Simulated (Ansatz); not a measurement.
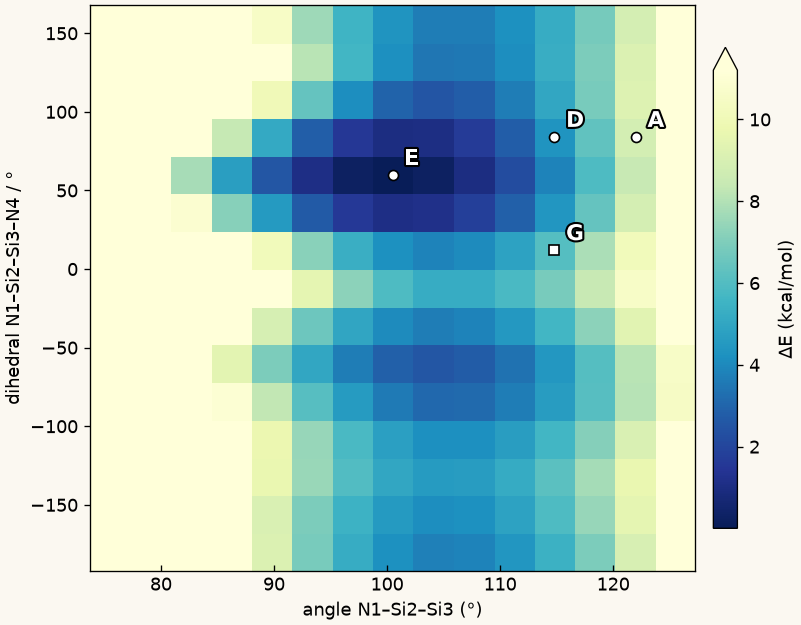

ClH₇N₂Si₂, SMILES N[SiH2][SiH](N)Cl. Coordinates scanned: (1) angle N1–Si2–Si3; (2) dihedral N1–Si2–Si3–N4. Nothing is relaxed (all other coordinates rigid). Grid: 15 × 15 points. Energies are in kcal/mol, from the relaxed molecule at the same level. Energies and slopes of some neighbouring points disagree (a jump in structure or state, or too coarse a mesh). Method: RKS PBE0-D4/def2-SVP (Ansatz).

Drawn: one coloured cell a grid point, one colour for all values above the top of the scale, lettered points.

Q: Is A the lowest point of the computed grid?

A: No. A lies 8.8 kcal/mol above the lowest grid point, which is at angle N1–Si2–Si3 = 100.5°, dihedral N1–Si2–Si3–N4 = 60°.

Q: Rank the lettered points by energy, lowest first.

A: E (0.0 kcal/mol), D (4.3 kcal/mol), G (6.1 kcal/mol), A (8.8 kcal/mol).
